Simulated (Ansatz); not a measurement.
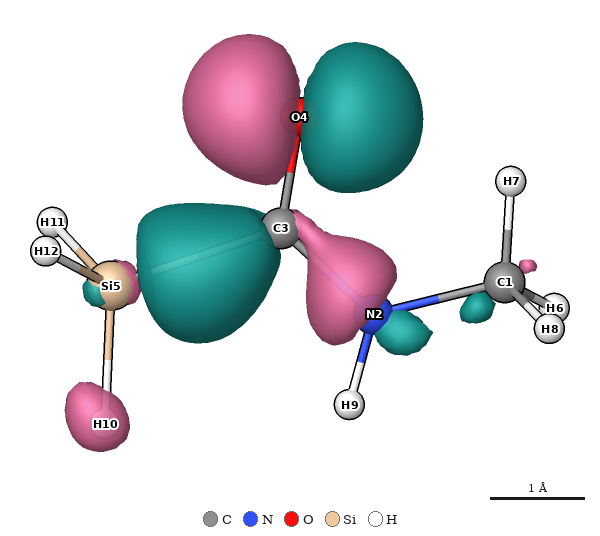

Figure 1: C2H7NOSi. One frontier orbital at ±0.15 Å⁻³ᐟ² (teal and pink are the two phases), seen at a tilt.

Geometry: PBE0-D4/def2-TZVP.

Computed with Ansatz, RKS PBE0-D4/def2-TZVPP.

| atom | x (Å) | y (Å) | z (Å) |
| --- | --- | --- | --- |
| C | -1.8278 | 0.2191 | 0.9252 |
| N | -0.5469 | 0.4362 | 0.2977 |
| C | 0.2406 | -0.5758 | -0.1389 |
| O | -0.0610 | -1.7532 | -0.0411 |
| Si | 1.9183 | -0.1282 | -0.9538 |
| H | -2.6318 | 0.6902 | 0.3542 |
| H | -1.9988 | -0.8556 | 0.9576 |
| H | -1.8398 | 0.6120 | 1.9449 |
| H | -0.2155 | 1.3774 | 0.1751 |
| H | 2.1284 | 1.3480 | -0.9940 |
| H | 1.9141 | -0.6654 | -2.3350 |
| H | 2.9971 | -0.7599 | -0.1579 |

Which orbital is it: HOMO or LUMO?

The HOMO, at −7.04 eV. By Hirshfeld shares it lies mainly on O4 (about 60 %), C3 (about 15 %), Si5 (about 15 %) and N2 (about 5 %).
